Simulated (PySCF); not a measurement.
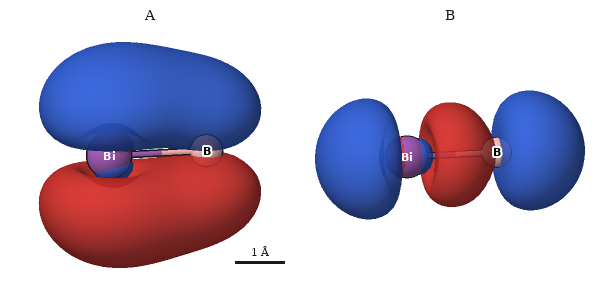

Figure 1: BiB (charge −1, doublet). Two frontier α-spin orbitals, each drawn at the value that holds 80 % of its norm (red and blue are the two phases), in no order; of a degenerate pair one member is drawn.

Core potentials replace the inner electrons of Bi.

Theory: PBE0/def2-SVPD, non-relativistic Hamiltonian with scalar-relativistic core potentials where named, at a bond length of 2.083 Å in PySCF.

**Name the orbitals and rank them from lowest to highest energy.**

Orbital B: σ, occupied in this spin, −0.94 eV; shared between the atoms (Bi 45 %, B 55 %).
Orbital A: π, occupied in this spin, −0.21 eV; bonding, with no node between the atoms.
